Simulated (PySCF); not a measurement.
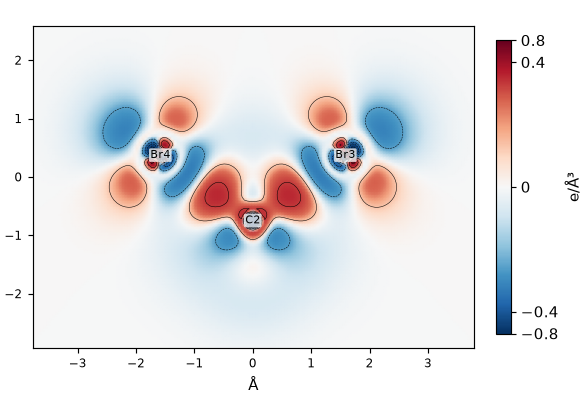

Figure. CBr₄, SMILES `BrC(Br)(Br)Br`. Deformation density (molecule less spherical, spin-averaged free atoms) in the plane of C2, Br3 and Br4; colour scale in e/Å³, logarithmic beyond ±0.1; red: gain, blue: loss.

Computed with PySCF, ωB97X/def2-TZVP, geometry: GFN2-xTB. No frequency check shows the geometry to be a minimum. GFN2-xTB bond lengths at metals and heavier atoms can be off by up to 0.1 Å and shapes distorted, which carries into these values.

Input script:

```python
import numpy as np
from pyscf import gto, scf, dft
from pyscf.scf import atom_ks, atom_hf
from scipy.linalg import block_diag

def solve(mol, dm0=None, hcore=None):
    mf = (dft.UKS if mol.spin else dft.RKS)(mol, xc='wb97x')
    mf.grids.level = 3
    mf = mf.density_fit(auxbasis='def2-universal-jkfit')
    mf.conv_tol, mf.max_cycle = 1e-8, 80
    if hcore is not None:
        mf.get_hcore = lambda *args: hcore
    mf.kernel(dm0)
    if not mf.converged:
        mf = mf.newton().run(mf.mo_coeff, mf.mo_occ, max_cycle=30)
    assert mf.converged, 'SCF not converged'
    return mf

mol = gto.M(atom='''
Br    -1.12060    -1.23553     0.99167
C      0.00024    -0.00031    -0.00003
Br    -1.12061     1.23554    -0.99167
Br     1.12059    -0.99190    -1.23522
Br     1.12058     0.99194     1.23522
''', basis='def2-tzvp', charge=0, spin=0, verbose=4)
mf = solve(mol)
mf.analyze()
# spherically averaged free atoms, for the promolecule
atm = atom_ks.get_atm_nrks(mol, xc='wb97x')
pro = block_diag(*[(atm[a[0]][2] * atm[a[0]][3]) @ atm[a[0]][2].T for a in mol._atom])
np.savez('result.npz', e=mf.e_tot, c=mf.mo_coeff, occ=mf.mo_occ, eps=mf.mo_energy, pro=pro, dip=mf.dip_moment(verbose=0), s2=mf.spin_square()[0])
```

Command:

```sh
OMP_NUM_THREADS=1 python input.py
```

The run took 95 s on 1 thread of Arm Neoverse N1 (shared host), peak memory 1 GiB.

Partitions, critical points and surface values were worked out afterwards from this run's density.

Question: How much density has each bond in this plane gained at its critical point, relative to the free atoms?

Answer: C2–Br4 and C2–Br3: +0.22 e/Å³ at the bond critical point (bond length 1.94 Å, Mayer order 1.1). In all, 1.3 electrons gather in the regions of gain relative to the promolecule.

Question: Where do the Hirshfeld charges lie?

Answer: The highest Hirshfeld charge is on C2 (+0.01 e), the lowest on Br1, Br3, Br4 and Br5 (0.00 e).

```
atom  charge (e)
 Br1        0.00
  C2       +0.01
 Br3        0.00
 Br4        0.00
 Br5        0.00
```
